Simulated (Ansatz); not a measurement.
MgS: pressure series

Start from MgS in the rock salt structure (space group Fm-3m, No. 225; a = 5.230 Å).

Cell and atoms are relaxed at each pressure.

Calculations: PBE (Ansatz, a first-principles code, PAW, scalar-relativistic without spin-orbit coupling).

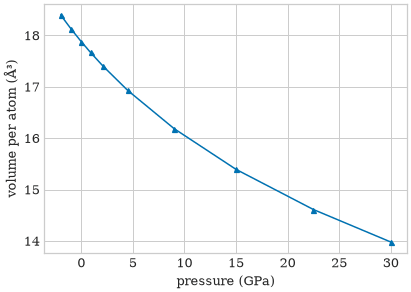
Figure: Volume per atom against pressure

Problem. From the plot, what is the volume per atom for pressure 4.5 GPa?

Solution. About 16.9 Å³.

Problem. Is the trend monotonic over the range shown?

Solution. Yes, it falls throughout, spanning 13.98 Å³ to 18.40 Å³.

Load acts through the strain it causes; cell and atoms are relaxed under it. No phonon test of stability was made. No other phases were tried under pressure.
